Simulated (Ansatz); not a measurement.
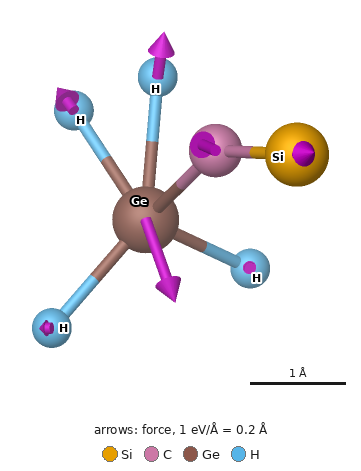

Starting geometry of CH4GeSi with the computed forces as purple arrows. The picture is a ball-and-stick view, seen from a free direction.

It is one of the separated reactants of a reaction.

The calculation used Ansatz, RKS PBE-D4/def2-SVP. Settings: force threshold 0.03 eV/Å; at most 250 steps.

> Is this structure relaxed? If not, where do the atoms go?

It isn't relaxed: the largest force vector, on the Ge atom, is 5.07 eV/Å. The final displacements have little in common with the starting forces (cosine between the two patterns 0.14). Over 18 geometry steps the energy falls by 4.280 eV. Largest force component: 4.5 eV/Å at the start, 0.0039 eV/Å at the end. The atom that moves furthest after the best rigid fit is an H atom (1.52 Å). Largest moves by element: H 1.52 Å, Si 0.98 Å, C 0.68 Å, Ge 0.12 Å. Some distances before and after: Ge–H 1.510 → 2.646 Å, C–H 1.953 → 1.101 Å, C–Si 1.640 → 1.720 Å, C–Ge 1.907 → 1.965 Å. New bonds form: C–H (1.95 → 1.10 Å). Bonds break: Ge–H (1.51 → 2.65 Å). Among the angles between lasting bonds that change: Si–C–Ge 155.1° → 101.7°, C–Ge–H 106.2° → 112.2°, C–Ge–H 111.5° → 106.2°. Groups turn about C–Ge by about 60°.
